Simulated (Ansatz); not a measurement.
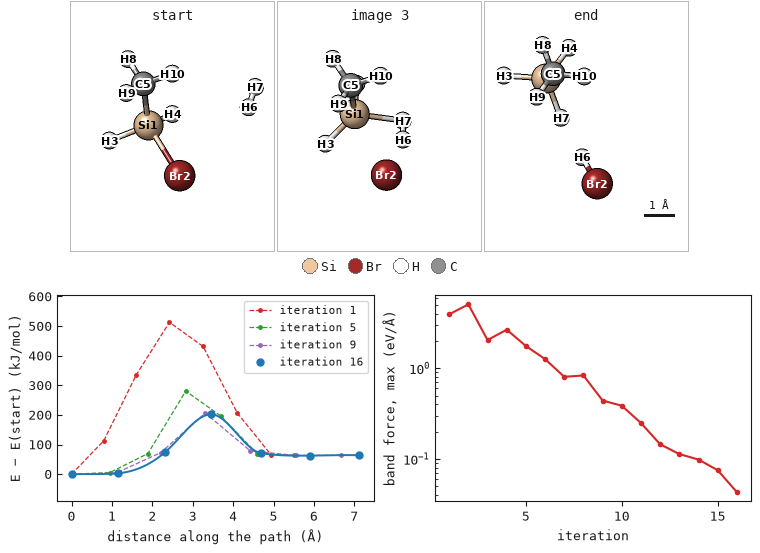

NEB run on CH7BrSi, made up at the start of CH$_{5}$BrSi and H$_{2}$. Images are numbered from 0 (start) to 6 (end). The plot follows the band through its iterations. Style: ball-and-stick. Shown at a tilt.

All numbers below come from Ansatz 0.2.0, RKS PBE0-D4/def2-SVP.

Input file:
```yaml
crystal:
  periodic: [false, false, false]
  atoms:
    - {symbol: Si, position_ang: [-0.882709, -0.655488, -0.189930]}
    - {symbol: Br, position_ang: [0.379418, -1.622244, -1.754607]}
    - {symbol: H, position_ang: [-1.920501, -1.642328, 0.194853]}
    - {symbol: H, position_ang: [-1.525563, 0.522534, -0.819967]}
    - {symbol: C, position_ang: [0.179083, -0.172812, 1.255655]}
    - {symbol: H, position_ang: [1.307211, 1.544633, -1.807695]}
    - {symbol: H, position_ang: [1.283155, 2.241750, -1.540722]}
    - {symbol: H, position_ang: [-0.435497, 0.299735, 2.027136]}
    - {symbol: H, position_ang: [0.664112, -1.049780, 1.688353]}
    - {symbol: H, position_ang: [0.951292, 0.534002, 0.946825]}
basis:
  gaussian: {orbitals: def2-SVP}
hamiltonian: {xc: pbe0, dispersion: d4}
neb:
  images: 5
  climbing: true
  max_iterations: 40
  initial_path: idpp
  final_atoms:
    - {symbol: Si, position_ang: [-1.009925, 0.537992, -0.179020]}
    - {symbol: Br, position_ang: [2.615232, -1.118042, -1.796034]}
    - {symbol: H, position_ang: [-2.319984, -0.160276, -0.253423]}
    - {symbol: H, position_ang: [-1.248585, 1.989128, 0.037083]}
    - {symbol: C, position_ang: [0.074246, -0.183341, 1.158744]}
    - {symbol: H, position_ang: [1.349256, -0.459672, -1.764129]}
    - {symbol: H, position_ang: [-0.355543, 0.392447, -1.516094]}
    - {symbol: H, position_ang: [-0.403415, -0.077405, 2.135500]}
    - {symbol: H, position_ang: [0.258221, -1.245408, 0.982459]}
    - {symbol: H, position_ang: [1.040497, 0.324578, 1.194813]}
```

Command:
```bash
ansatz run in.yaml --threads 4 --pin off --events-out ev --progress --plain --max-ram 9574MiB
```

### Judge this run.

The run is converged, with reservations. The band converged in 16 iterations. The largest component of the band force went from 3.9 to 0.043 eV/Å. The climbing image converged on the top of the path. Its curvatures weren't checked. The largest force component is 0.52 eV/Å at the start and 0.27 eV/Å at the end; an end with forces this large is no minimum, and the barrier measured from it can be far off. The first iteration put the highest image at 512.8 kJ/mol. The highest point, image 3, lies 201.9 kJ/mol above the start and 138.3 kJ/mol above the end; the end is at +63.6 kJ/mol relative to the start.

Limits of the set-up: the start holds two separate molecules, 3.0 Å apart at their closest, whose relative position is a soft coordinate.

The run took 110 s on 4 threads of Arm Neoverse V2, with other jobs on the host.
